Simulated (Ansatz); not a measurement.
Consider CsLaNiS3.

```yaml
crystal:
  lattice:
    - [4.09441, 0.00000, 0.00000]
    - [0.00000, 15.65921, 0.00000]
    - [0.00000, 0.00000, 10.53759]
  atoms:
    - { symbol: Cs, position: [0.00000, 0.74072, 0.25000] }
    - { symbol: Cs, position: [0.50000, 0.24072, 0.25000] }
    - { symbol: Cs, position: [0.00000, 0.25928, 0.75000] }
    - { symbol: Cs, position: [0.50000, 0.75928, 0.75000] }
    - { symbol: Ni, position: [0.00000, 0.46559, 0.25000] }
    - { symbol: Ni, position: [0.50000, 0.96559, 0.25000] }
    - { symbol: Ni, position: [0.00000, 0.53441, 0.75000] }
    - { symbol: Ni, position: [0.50000, 0.03441, 0.75000] }
    - { symbol: La, position: [0.00000, 0.00000, 0.00000] }
    - { symbol: La, position: [0.50000, 0.50000, 0.00000] }
    - { symbol: La, position: [0.00000, 0.00000, 0.50000] }
    - { symbol: La, position: [0.50000, 0.50000, 0.50000] }
    - { symbol: S, position: [0.00000, 0.05450, 0.25000] }
    - { symbol: S, position: [0.50000, 0.55450, 0.25000] }
    - { symbol: S, position: [0.00000, 0.94550, 0.75000] }
    - { symbol: S, position: [0.50000, 0.44550, 0.75000] }
    - { symbol: S, position: [0.00000, 0.38450, 0.05680] }
    - { symbol: S, position: [0.50000, 0.88450, 0.05680] }
    - { symbol: S, position: [0.00000, 0.61550, 0.55680] }
    - { symbol: S, position: [0.50000, 0.11550, 0.55680] }
    - { symbol: S, position: [0.00000, 0.61550, 0.94320] }
    - { symbol: S, position: [0.50000, 0.11550, 0.94320] }
    - { symbol: S, position: [0.00000, 0.38450, 0.44320] }
    - { symbol: S, position: [0.50000, 0.88450, 0.44320] }
```

Space group Cmcm; built by placing these elements on a known structure type; not relaxed (largest force 1.2 eV/Å); computed without spin polarisation.

Level of theory: DFT, PAW plane waves, r2SCAN (Ansatz).

Predict the electron localisation function between the atoms.

Ni–S (2.40 Å): the ELF peaks at about 0.80 in the valence shell of S, 0.8 Å from its nucleus, and is about 0.45 at the midpoint.
La–S (2.77 Å): the ELF peaks at about 0.85 in the valence shell of S, 0.8 Å from its nucleus, and drops to about 0.20 between the two atoms (no shared electron pair shows on this line).
Cs–S (3.78 Å): the ELF is about 0 at the midpoint; no localised pair shows between them.

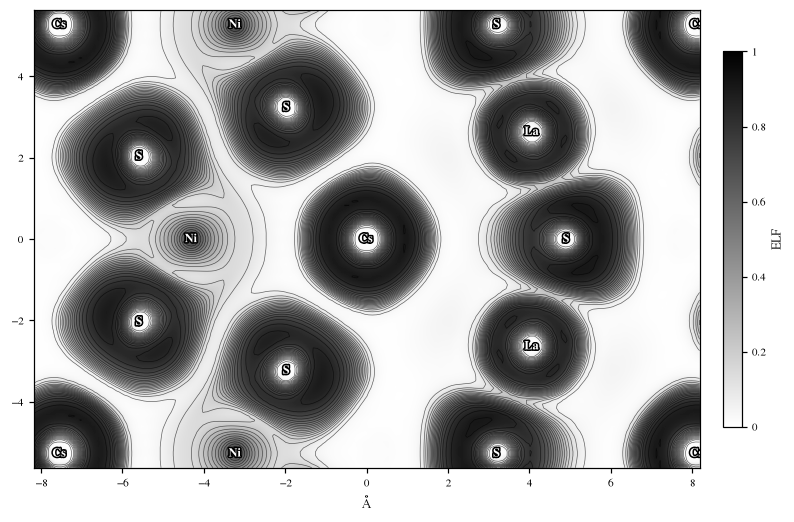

Computed electron localisation function on the (100) plane of the conventional cell. 

In a PAW calculation such maps are meaningful between the atoms, not at the nuclei.
